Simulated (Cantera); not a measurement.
Charge: 1 mol FeS2, a varied amount of O2, 1.9 mol N2, equilibrated at 1475 K and 1.00 bar.

Equilibrium computed with Cantera from the NASA thermochemical tables; the gas is ideal and each condensed phase is pure. Candidate condensed phases: Fe, FeO, FeS, FeSO4, FeS2, Fe2O3, Fe2(SO4)3, Fe3O4, S; 19 gas species. Metal and sulfide melt together well below either melting point, which pure phases cannot show. Mutual solubility and eutectic melting of coexisting phases are not modelled. The tables' stoichiometric FeO is somewhat more stable than real wüstite, so its field is too wide. FeO, FeS: taken at fixed stoichiometry. Equilibrium is a limit: real reactors are often held back by kinetics, nucleation or transport.

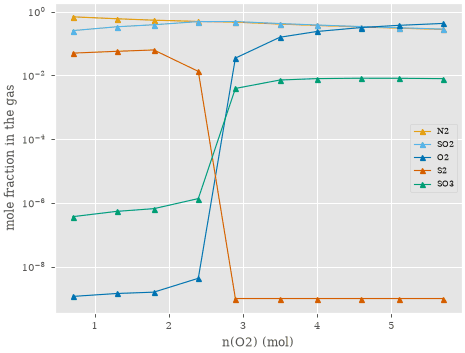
Fig. 1. Equilibrium gas composition (values under 1e-9 drawn at 1e-9)

Problem. Read off the mole fractions at 4 mol O2.

Solution. SO2 about 0.38, N2 about 0.37, O2 about 0.24, SO3 about 0.0080.
